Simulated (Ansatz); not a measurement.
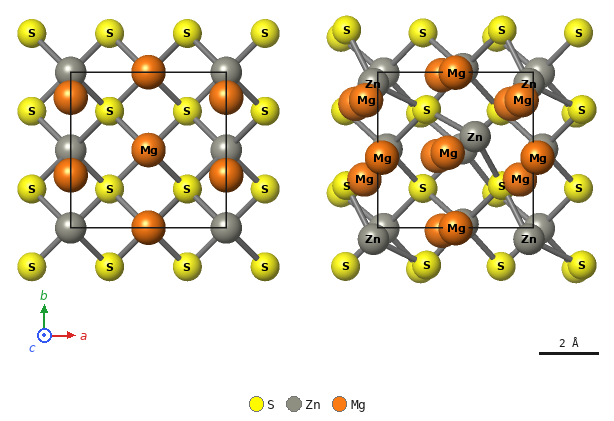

Two geometries of an interface cell of composition Mg4Zn3S3, drawn at one scale. One is the start of a relaxation, the other its converged end. Style: ball-and-stick. Shown: the cell of the calculation (origin shifted), along the c axis.

Level of theory: DFT LDA, scalar-relativistic, plane waves, PAW in Ansatz. Set-up: plane-wave cutoff 420 eV; k-point mesh 7 × 7 × 2; occupations gaussian; smearing width 0.1 eV; no spin polarisation; cell relaxed at fixed a, b, gamma, alpha, beta; force threshold 0.02 eV/Å; at most 70 steps.

> Which of the two is the end point?

The right one is the relaxed one. Case: film shifted by (0, 0) in the plane. The atom that moves furthest relative to the cell is a Zn atom (0.84 Å roughly along [3 2 0]). By element the largest moves are Zn 0.84 Å, Mg 0.82 Å, S 0.35 Å. Cell: a = b unchanged at 5.297 Å, c 16.105 → 15.467 Å (−4.0 %). Volume −4.0 %. Among the contacts that change: Mg–S 3.302 → 2.463 Å, Mg–S 2.818 → 2.428 Å, Mg–S 2.810 → 2.470 Å, Mg–Zn 2.835 → 2.617 Å. Bond angles that change, for instance: Mg–S–Mg 73.3° → 99.3°, Zn–S–Mg 132.4° → 108.9°, Zn–S–Zn 109.5° → 92.0°. The energy falls by 1.645 eV per cell of the calculation in 15 accepted moves (18 points after the start). The largest force component goes from 1.7 to 0.013 eV/Å. The pressure goes from −1.83 to −0.52 GPa. The line search rejected the trial steps at points 11, 14 of the run. The SCF was repeated once at an unchanged geometry on a basis and grid sized afresh for the cell, which shifted the energy by 2.4 meV per cell of the calculation at most. Cost: 15 min on 4 threads of Intel(R) Xeon(R) 6975P-C (Granite Rapids), with other jobs on the host, peak memory 2.6 GiB.
